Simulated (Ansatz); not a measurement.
# F3GeH3Si: basis-set convergence

Aim: see how fast density functionals converge with the basis set for F3GeH3Si.

Method: one geometry, several basis sets; program: Ansatz 0.2.0, Gaussian basis.

Levels to be run: PBE0-D4/def2-SVP; ωB97M-V/def2-SVP; PBE0-D4/def2-QZVPP; ωB97M-V/def2-QZVPP; the functionals' def2-TZVPP values are taken from earlier runs.

**1. Structure used throughout**

The geometry comes from an earlier relaxation with PBE0-D4 in a triple-zeta def2 set; it is a stationary point, not always the lowest conformer.

SMILES `[F][Ge]([F])([F])[SiH3]`, 8 atoms, charge 0, spin multiplicity 1.

Atoms are counted from 1 here; the program's logs count them from 0.

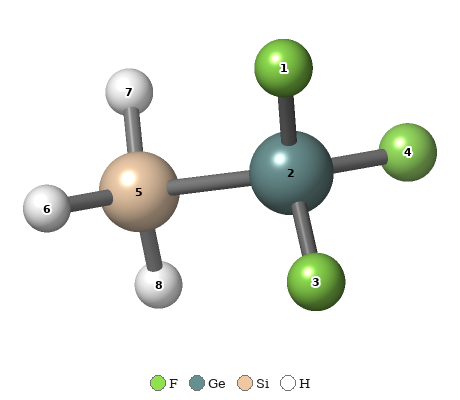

The structure; fluorine green, germanium teal, silicon light orange, hydrogen white; atoms are numbered from 1 in the order of the file.

**2. PBE0-D4 in def2-SVP**

in.yaml reads:

```yaml
crystal:
  periodic: [false, false, false]
  atoms:
    - {symbol: F, position_ang: [1.396158, -1.075252, 1.607916]}
    - {symbol: Ge, position_ang: [0.455431, -0.988792, 0.171229]}
    - {symbol: F, position_ang: [-0.699058, -2.253687, 0.325275]}
    - {symbol: F, position_ang: [1.514445, -1.510650, -1.078835]}
    - {symbol: Si, position_ang: [-0.511669, 1.150784, -0.217367]}
    - {symbol: H, position_ang: [-1.385120, 1.447760, 0.940185]}
    - {symbol: H, position_ang: [0.604039, 2.117327, -0.326781]}
    - {symbol: H, position_ang: [-1.282327, 1.055310, -1.477521]}
basis:
  gaussian: {orbitals: def2-SVP}
hamiltonian: {xc: pbe0, dispersion: d4}
output: {orbitals: {seedname: orbitals}}
```

Started as:

```sh
ansatz run in.yaml --threads 4 --pin off --events-out ev --progress --plain --max-ram 10444MiB
```

What it wrote:

```text
Functional definition: PBE0
  name "PBE0"
  cite "Adamo & Barone, J. Chem. Phys. 110, 6158 (1999) doi:10.1063/1.478522"
  cite "Perdew, Burke & Ernzerhof, Phys. Rev. Lett. 77, 3865 (1996) doi:10.1103/PhysRevLett.77.3865"
  parent pbe
  parameter a = 0.25
  parameter kappa = 0.804
  parameter beta = 0.06672455060314922
  exchange = (1 - a)*pbe_x(kappa = kappa, mu = beta*pi^2/3) + a*exact_x
  correlation = pbe_c(beta = beta)
1013 factors; integrals over basis functions are off by at most 1.3e-3 eV
mean field evaluation 1: about -72559.7618 eV, gradient 5.2e1 eV
mean field evaluation 2: about -72552.6548 eV, gradient 8.7e1 eV
mean field evaluation 4: about -72564.0091 eV, gradient 1.5e0 eV
mean field evaluation 8: about -72564.0752 eV, gradient 5.4e-2 eV
mean field evaluation 16: about -72564.0752 eV, gradient 1.5e-5 eV
mean field -72564.07523227 eV, -2666.6805790892 hartree, gradient 1.5e-5 eV, S^2 0.000000; 0 other end points of the search recorded, 0 dependent functions left out
reference -72564.07525708 eV, -2666.6805800009 hartree; 38, 38 occupied and 69, 69 virtual orbitals, 1013 factors
Total energy: -72564.21587654 eV, -2666.6857476708 hartree
```

It took 1.2 s on 4 threads of Arm Neoverse V1, shared host.

**3. ωB97M-V in def2-SVP**

Changes to in.yaml since step 2:

```diff
@@ -13,3 +13,3 @@
   gaussian: {orbitals: def2-SVP}
-hamiltonian: {xc: pbe0, dispersion: d4}
+hamiltonian: {xc: {name: wB97M-V}}
 output: {orbitals: {seedname: orbitals}}
```

Same command.

What it wrote:

```text
Functional definition: wB97M-V
  name "wB97M-V"
  cite "Mardirossian & Head-Gordon, J. Chem. Phys. 144, 214110 (2016) doi:10.1063/1.4952647"
  cite "Becke, J. Chem. Phys. 107, 8554 (1997) doi:10.1063/1.475007"
  cite "Vydrov & Van Voorhis, J. Chem. Phys. 133, 244103 (2010) doi:10.1063/1.3521275"
  # Of w^i u^j: cxij and so on, Table III.
  parameter omega = 0.3/bohr
  parameter cx = 0.15
  parameter cx01 = 1.007
  parameter cx10 = 0.259
  parameter css00 = 0.443
  parameter css04 = -1.437
  parameter css10 = -4.535
  parameter css20 = -3.390
  parameter css43 = 4.278
  parameter cos00 = 1.000
  parameter cos10 = 1.358
  parameter cos20 = 2.924
  parameter cos21 = -8.812
  parameter cos60 = -1.390
  parameter cos61 = 9.142
  parameter b = 6.0
  parameter c = 0.01
  gx(w, u) = 1 - cx + cx01*u + cx10*w
  gss(w, u) = css00 + css04*u^4 + css10*w + css20*w^2 + css43*w^4*u^3
  gos(w, u) = cos00 + cos10*w + (cos20 + cos21*u)*w^2 + (cos60 + cos61*u)*w^6
  exchange = spin_sum(e_x_unif_sr(omega)*gx(b97_w, b97_u_x)) + cx*exact_x_sr(omega) + exact_x_lr(omega)
  correlation = spin_sum(e_c_pw_mod_same_spin*gss(b97_w, b97_u_same))
      + integral(e_c_pw_mod_opposite_spin*gos(b97_w_opposite, b97_u_opposite)) + vv10(b, c)
1013 factors; integrals over basis functions are off by at most 1.3e-3 eV
274 factors; integrals over basis functions are off by at most 4.2e-6 eV
mean field evaluation 1: about -72571.7574 eV, gradient 5.2e1 eV
mean field evaluation 2: about -72570.7569 eV, gradient 6.3e1 eV
mean field evaluation 4: about -72576.3348 eV, gradient 8.0e-1 eV
mean field evaluation 8: about -72576.3732 eV, gradient 4.8e-2 eV
mean field evaluation 16: about -72576.3732 eV, gradient 3.2e-5 eV
mean field -72576.37322434 eV, -2667.1325219617 hartree, gradient 3.2e-5 eV, S^2 0.000000; 0 other end points of the search recorded, 0 dependent functions left out
reference -72576.37326476 eV, -2667.1325234472 hartree; 38, 38 occupied and 69, 69 virtual orbitals, 1013 factors
Total energy: -72576.37326476 eV, -2667.1325234472 hartree
```

Run time: 4.6 s. Hardware: 4 threads of Arm Neoverse V1, shared host.

**4. PBE0-D4 in def2-QZVPP**

Changes to in.yaml since step 3:

```diff
@@ -12,4 +12,4 @@
 basis:
-  gaussian: {orbitals: def2-SVP}
-hamiltonian: {xc: {name: wB97M-V}}
+  gaussian: {orbitals: "def2-QZVPP.json"}
+hamiltonian: {xc: pbe0, dispersion: d4}
 output: {orbitals: {seedname: orbitals}}
```

Launched as before.

What it wrote:

```text
Functional definition: PBE0
  name "PBE0"
  cite "Adamo & Barone, J. Chem. Phys. 110, 6158 (1999) doi:10.1063/1.478522"
  cite "Perdew, Burke & Ernzerhof, Phys. Rev. Lett. 77, 3865 (1996) doi:10.1103/PhysRevLett.77.3865"
  parent pbe
  parameter a = 0.25
  parameter kappa = 0.804
  parameter beta = 0.06672455060314922
  exchange = (1 - a)*pbe_x(kappa = kappa, mu = beta*pi^2/3) + a*exact_x
  correlation = pbe_c(beta = beta)
1680 factors; their error is unknown
mean field evaluation 1: about -72581.5862 eV, gradient 5.9e1 eV
mean field evaluation 2: about -72572.6948 eV, gradient 1.0e2 eV
mean field evaluation 4: about -72586.2668 eV, gradient 1.4e0 eV
mean field evaluation 8: about -72586.4173 eV, gradient 4.0e-1 eV
mean field evaluation 16: about -72586.4173 eV, gradient 3.2e-5 eV
mean field -72586.41729492 eV, -2667.5016347475 hartree, gradient 3.2e-5 eV, S^2 0.000000; 0 other end points of the search recorded, 0 dependent functions left out
reference -72586.41733202 eV, -2667.5016361110 hartree; 38, 38 occupied and 382, 382 virtual orbitals, 1680 factors
Total energy: -72586.55795148 eV, -2667.5068037809 hartree
```

It took 8 s on 4 threads of Arm Neoverse V1, shared host; peak memory 1.6 GiB.

**5. ωB97M-V in def2-QZVPP**

Changes to in.yaml since step 4:

```diff
@@ -13,3 +13,3 @@
   gaussian: {orbitals: "def2-QZVPP.json"}
-hamiltonian: {xc: pbe0, dispersion: d4}
+hamiltonian: {xc: {name: wB97M-V}}
 output: {orbitals: {seedname: orbitals}}
```

Launched as before.

What it wrote:

```text
Functional definition: wB97M-V
  name "wB97M-V"
  cite "Mardirossian & Head-Gordon, J. Chem. Phys. 144, 214110 (2016) doi:10.1063/1.4952647"
  cite "Becke, J. Chem. Phys. 107, 8554 (1997) doi:10.1063/1.475007"
  cite "Vydrov & Van Voorhis, J. Chem. Phys. 133, 244103 (2010) doi:10.1063/1.3521275"
  # Of w^i u^j: cxij and so on, Table III.
  parameter omega = 0.3/bohr
  parameter cx = 0.15
  parameter cx01 = 1.007
  parameter cx10 = 0.259
  parameter css00 = 0.443
  parameter css04 = -1.437
  parameter css10 = -4.535
  parameter css20 = -3.390
  parameter css43 = 4.278
  parameter cos00 = 1.000
  parameter cos10 = 1.358
  parameter cos20 = 2.924
  parameter cos21 = -8.812
  parameter cos60 = -1.390
  parameter cos61 = 9.142
  parameter b = 6.0
  parameter c = 0.01
  gx(w, u) = 1 - cx + cx01*u + cx10*w
  gss(w, u) = css00 + css04*u^4 + css10*w + css20*w^2 + css43*w^4*u^3
  gos(w, u) = cos00 + cos10*w + (cos20 + cos21*u)*w^2 + (cos60 + cos61*u)*w^6
  exchange = spin_sum(e_x_unif_sr(omega)*gx(b97_w, b97_u_x)) + cx*exact_x_sr(omega) + exact_x_lr(omega)
  correlation = spin_sum(e_c_pw_mod_same_spin*gss(b97_w, b97_u_same))
      + integral(e_c_pw_mod_opposite_spin*gos(b97_w_opposite, b97_u_opposite)) + vv10(b, c)
1648 factors; their error is unknown
306 factors; integrals over basis functions are off by at most 8.5e-6 eV
mean field evaluation 1: about -72593.8727 eV, gradient 5.7e1 eV
mean field evaluation 2: about -72591.9748 eV, gradient 7.6e1 eV
mean field evaluation 4: about -72598.7511 eV, gradient 2.0e0 eV
mean field evaluation 8: about -72598.7554 eV, gradient 7.9e-2 eV
mean field evaluation 16: about -72598.8419 eV, gradient 4.2e-5 eV
mean field -72598.84191674 eV, -2667.9582311777 hartree, gradient 4.2e-5 eV, S^2 0.000000; 0 other end points of the search recorded, 0 dependent functions left out
reference -72598.84197874 eV, -2667.9582334561 hartree; 38, 38 occupied and 382, 382 virtual orbitals, 1648 factors
Total energy: -72598.84197874 eV, -2667.9582334561 hartree
```

It took 18 s on 4 threads of Arm Neoverse V1, shared host; peak memory 1.9 GiB.

**6. Functionals by basis**

The def2-TZVPP values come from earlier runs at the same geometry.

| functional | basis | functions | energy (eV) | from the largest (eV) | HOMO (eV) | LUMO (eV) |
| --- | --- | --- | --- | --- | --- | --- |
| PBE0-D4 | def2-SVP | 107 | -72564.2159 | 22.342 | -9.66 | -0.53 |
| PBE0-D4 | def2-TZVPP | 225 | -72584.5774 | 1.981 | -9.72 | -0.74 |
| PBE0-D4 | def2-QZVPP | 420 | -72586.5580 | 0.000 | -9.75 | -0.86 |
| ωB97M-V | def2-SVP | 107 | -72576.3733 | 22.469 | -11.73 | 1.47 |
| ωB97M-V | def2-TZVPP | 225 | -72596.9483 | 1.894 | -11.82 | 1.11 |
| ωB97M-V | def2-QZVPP | 420 | -72598.8420 | 0.000 | -11.87 | 0.80 |

**7. What came out**

| quantity | value |
| --- | --- |
| PBE0-D4: double and triple zeta above quadruple | 22.34, 1.98 eV |
| ωB97M-V: double and triple zeta above quadruple | 22.47, 1.89 eV |

For PBE0-D4 the step from double to triple zeta gains 20.36 eV and the next only 1.98 eV. Total energies overstate the basis error of differences, where much of it tends to cancel. The LUMO of ωB97M-V is positive and keeps falling with the basis (1.47 to 0.80 eV): an unbound level that the basis holds in place.

For PBE0-D4 the largest set took about 7 times as long as the smallest (8 s against 1.2 s).
